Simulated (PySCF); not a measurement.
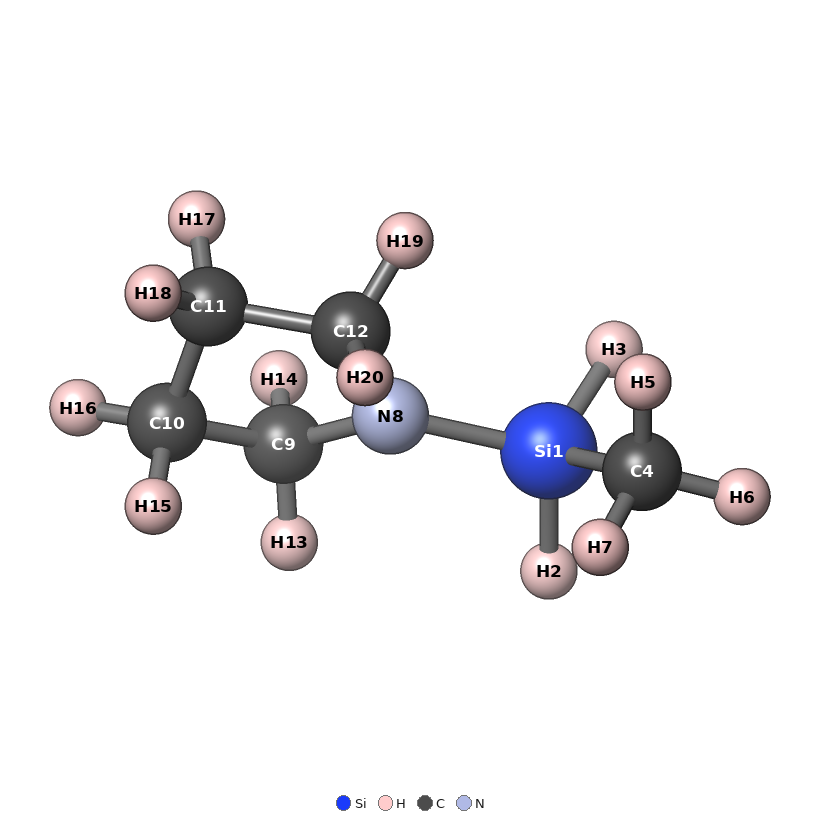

Computed geometry: PBE0-D3(BJ)/def2-SVP optimisation. No frequency run is at hand to confirm it as a minimum. Properties computed with delta-SCF UKS SCAN, pcX-2 on the ionised atom (unc-x2c-TZVPall on a metal), pcseg-1 elsewhere, spin-free X2C (PySCF 2.14.0).

Give the core-electron binding energies (to vacuum; p and d levels without spin–orbit splitting) of Si1 1s, Si1 2p, C4 1s, N8 1s, C9 1s, C10 1s.

| atom | level | binding energy (eV) |
| --- | --- | --- |
| Si1 | 1s | 1846.2 |
| Si1 | 2p | 106.5 |
| C4 | 1s | 290.0 |
| N8 | 1s | 403.8 |
| C9 | 1s | 291.2 |
| C10 | 1s | 290.5 |
